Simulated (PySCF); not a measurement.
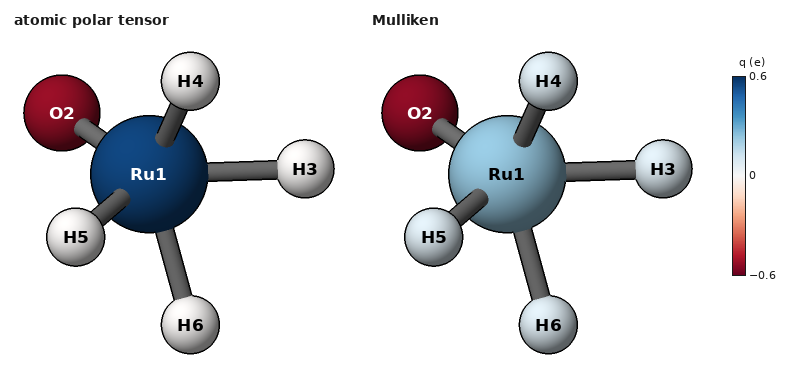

Atomic charges of one calculation by 2 schemes, on one colour scale. Charge 0, singlet. The computed structure is the end point of a PBE0/def2-TZVP with core potentials optimisation. Other spin states may lie lower. Computed with PBE0/def2-TZVP, core potentials on Ru (PySCF 2.14.0).

List the charges (e), one line for each set of equivalent atoms.

```tsv
atom	atomic polar tensor	Mulliken
Ru1	0.55	0.23
O2	−0.52	−0.54
H3, H4, H5…	−0.01	0.08
```
